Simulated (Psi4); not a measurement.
# GaH2F (SMILES [H][Ga]([H])[F]): PBE/cc-pVTZ (sweep point 9)

Aim: the vertical electron affinity of GaH2F at PBE/cc-pVTZ (sweep point 9), from 2 runs. 

The results are computed with Psi4 1.11.

3 further runs of the same task are left out: 2 that didn't finish, 1 set aside as unsound or not needed.

### 1 The system as given

GaH2F has 4 atoms, charge 0, and is taken as a singlet. SMILES: `[H][Ga]([H])[F]`. The shape comes from GFN2-xTB, which is rough for such elements, and wasn't checked as a minimum.

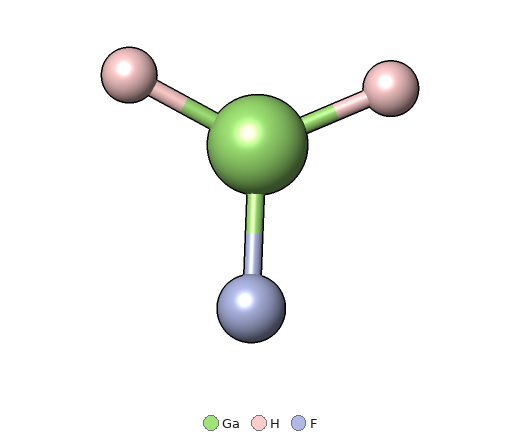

Viewed from a chosen angle; gallium green, hydrogen pink, fluorine light blue.

### 2 A single-point energy at PBE/cc-pVTZ (sweep point 9)

Contents of fgah2.inp:

```
memory 1.6 GB

molecule mol {
  0 1
  Ga     0.09681067     0.16111805     0.00149288
  H      2.99880639    -0.11330798     0.02621050
  H     -1.50699989     2.59569001    -0.03586700
  F     -1.58863606    -2.64350008     0.00814472
  units au
  symmetry c1
}

set globals {
  basis                cc-pVTZ
  puream               true
  scf_type             pk
  dft_radial_points    99
  dft_spherical_points 590
}

energy_value, wavefunction = energy("pbe", return_wfn=True)
```

Launch:

```sh
$ psi4 -n 1 fgah2.inp fgah2.out
```

fgah2.out:

```text
[...]
  Running in c1 symmetry.
[...]
  Nuclear repulsion =  110.158828920347531
[...]
  Multiplicity = 1
[...]
  Nalpha       = 21
  Nbeta        = 21
[...]
    Number of basis functions: 101
[...]
   @RKS iter   1: -2024.17165666210076   -1.83036e+00   2.10942e-02 ADIIS/DIIS
[...]
   @RKS iter   9: -2025.60212320533174   -1.72722e-07   7.58302e-07 DIIS
[...]
    Orbital Energies [Eh]
    ---------------------
    Doubly Occupied:
       1A   -370.967346     2A    -45.365709     3A    -40.211210
       4A    -40.205993     5A    -40.205938     6A    -24.212523
       7A     -5.294951     8A     -3.628385     9A     -3.615998
      10A     -3.614031    11A     -1.033404    12A     -0.761644
      13A     -0.758395    14A     -0.756055    15A     -0.751980
      16A     -0.747153    17A     -0.432111    18A     -0.337230
      19A     -0.335816    20A     -0.330537    21A     -0.274832
[...]
  @RKS Final Energy: -2025.60212320533174
   => Energetics <=
    Nuclear Repulsion Energy =            110.1588289203475313
    One-Electron Energy =               -3043.6481233550903198
    Two-Electron Energy =                 993.7309496998595932
    DFT Exchange-Correlation Energy =     -85.8437784704482851
    Empirical Dispersion Energy =           0.0000000000000000
    VV10 Nonlocal Energy =                  0.0000000000000000
    Total Energy =                      -2025.6021232053317362
[...]
 Multipole Moments:
 ------------------------------------------------------------------------------------
     Multipole            Electronic (a.u.)      Nuclear  (a.u.)        Total (a.u.)
 ------------------------------------------------------------------------------------
 L = 1.  Multiply by 2.5417464519 to convert [e a0] to [Debye]
 Dipole X            :         -0.1094465            0.4712635            0.3618170
 Dipole Y            :         -0.1820758            0.7841600            0.6020842
 Dipole Z            :          0.0060153           -0.0058401            0.0001752
 Magnitude           :                                                    0.7024364
[...]
```

It took 35 s on 1 thread of Intel Xeon Platinum 8375C at 2.90GHz (Ice Lake), shared host; peak memory 1.5 GiB.

### 3 The doublet anion at the same level

Contents of fgah2.dat:

```
memory 1600 MB

molecule {
  -1 2
  Ga     0.09681067     0.16111805     0.00149288
  H      2.99880639    -0.11330798     0.02621050
  H     -1.50699989     2.59569001    -0.03586700
  F     -1.58863606    -2.64350008     0.00814472
  units bohr
  symmetry c1
}

set reference uks
set puream true
set scf_type pk
set dft_radial_points 99
set dft_spherical_points 590
set maxiter 150

energy_value, wavefunction = energy('pbe/cc-pVTZ', return_wfn=True)
```

Launch:

```sh
$ psi4 -n 1 fgah2.dat fgah2.out
```

fgah2.out:

```text
[...]
  Running in c1 symmetry.
[...]
  Nuclear repulsion =  110.158828920347531
[...]
  Multiplicity = 2
[...]
  Nalpha       = 22
  Nbeta        = 21
[...]
    Number of basis functions: 101
[...]
   @UKS iter   1: -2023.78655948300980   -1.44527e+00   2.24546e-02 ADIIS/DIIS
[...]
   @UKS iter   9: -2025.59448885727329   -1.12904e-07   5.46419e-07 DIIS
[...]
   @S^2 Observed:                7.525809375E-01
[...]
    Orbital Energies [Eh]
    ---------------------
    Alpha Occupied:
       1A   -370.712701     2A    -45.111435     3A    -39.955635
       4A    -39.952541     5A    -39.952312     6A    -23.988430
       7A     -5.040272     8A     -3.368460     9A     -3.363683
      10A     -3.362306    11A     -0.814657    12A     -0.504899
      13A     -0.502342    14A     -0.502221    15A     -0.500285
      16A     -0.497920    17A     -0.207204    18A     -0.121839
      19A     -0.115825    20A     -0.115036    21A     -0.055324
      22A      0.103407
    Alpha Virtual:
      23A      0.169031    24A      0.197165    25A      0.225430
[...]
  @UKS Final Energy: -2025.59448885727329
   => Energetics <=
    Nuclear Repulsion Energy =            110.1588289203475313
    One-Electron Energy =               -3053.8329325169761432
    Two-Electron Energy =                1004.1192664599532236
    DFT Exchange-Correlation Energy =     -86.0396517205976181
    Empirical Dispersion Energy =           0.0000000000000000
    VV10 Nonlocal Energy =                  0.0000000000000000
    Total Energy =                      -2025.5944888572732907
[...]
 Multipole Moments:
 ------------------------------------------------------------------------------------
     Multipole            Electronic (a.u.)      Nuclear  (a.u.)        Total (a.u.)
 ------------------------------------------------------------------------------------
 L = 1.  Multiply by 2.5417464519 to convert [e a0] to [Debye]
 Dipole X            :         -0.5796352            0.4712635           -0.1083717
 Dipole Y            :         -0.9647018            0.7841600           -0.1805419
 Dipole Z            :          0.0033301           -0.0058401           -0.0025100
 Magnitude           :                                                    0.2105851
[...]
```

Wall time 37 s (1 thread of Intel Xeon Platinum 8375C at 2.90GHz (Ice Lake), shared host); peak memory 1.5 GiB.

### 4 What came out

Level: PBE/cc-pVTZ (sweep point 9).

| quantity | value |
| --- | --- |
| singlet GaH2F: total energy | -2025.60212 Eh |
| singlet GaH2F: dipole moment | 1.79 D |
| singlet GaH2F: HOMO energy | -7.48 eV |
| singlet GaH2F: LUMO energy | -2.37 eV |
| singlet GaH2F: HOMO–LUMO gap | 5.11 eV |
| doublet anion: total energy | -2025.59449 Eh |
| doublet anion: HOMO energy (highest over α and β) | 2.81 eV |
| doublet anion: LUMO energy (lowest over α and β) | 3.93 eV |
| doublet anion: ⟨S²⟩ | 0.753 |
| vertical electron affinity (to the doublet anion) | -0.208 eV |

What this shows: The anion lies 0.21 eV (4.8 kcal/mol) above the neutral: the electron isn't bound at this level, and such a value depends on the basis. Without diffuse functions anions come out too high. The HOMO (doublet anion) lies at positive energy, 2.81 eV, as semi-local functionals often give for anions; only total energies tell whether the electron is bound.
